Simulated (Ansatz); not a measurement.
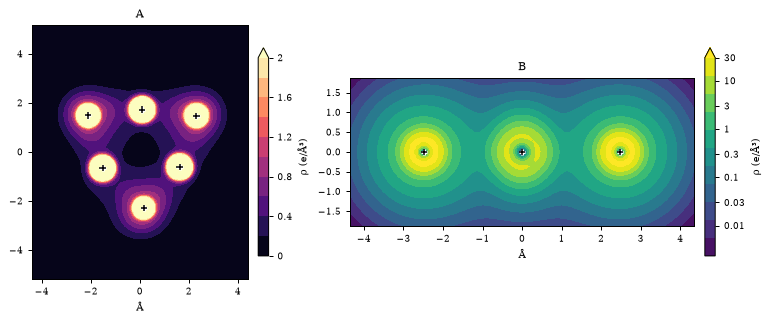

The electron density of 2 systems, each on a plane through atoms (crosses mark nuclei in the plane).

Theory: Ansatz 0.2.0, UKS PBE0-D4/def2-TZVP.

System 1: Al4P3 (doublet), the plane of atoms Al1, P5 and Al3. Geometry: B3LYP-D4/def2-SVP.

| atom | x (Å) | y (Å) | z (Å) |
| --- | --- | --- | --- |
| Al | 1.9903 | 0.1836 | 0.3224 |
| Al | -3.0341 | -1.3467 | 0.4546 |
| Al | -0.2418 | 1.7721 | -0.2194 |
| Al | -0.3572 | -1.3665 | -0.3064 |
| P | 1.8015 | 2.4072 | 0.2937 |
| P | -1.8534 | 0.3543 | -0.8280 |
| P | 1.6946 | -2.0039 | 0.2832 |

System 2: I2Pd (triplet), a plane that holds the molecular axis. Geometry: r2SCAN-D4/def2-TZVP; core potentials replace the inner electrons of Pd and I.

```xyz
3

Pd   -0.0004    0.0002    0.0003
I    -0.9841    1.2615   -1.9001
I     0.9845   -1.2616    1.8998
```

Which map belongs to which system?

Answer. Panel A is system 1, Al4P3: the plane holds Al and P. Al–P (2.20 Å): ρ at the midpoint is about 0.58 e/Å³. Panel B is system 2, I2Pd: the plane holds Pd and I. Pd–I (2.48 Å): the density is about 0.58 e/Å³ at the midpoint.
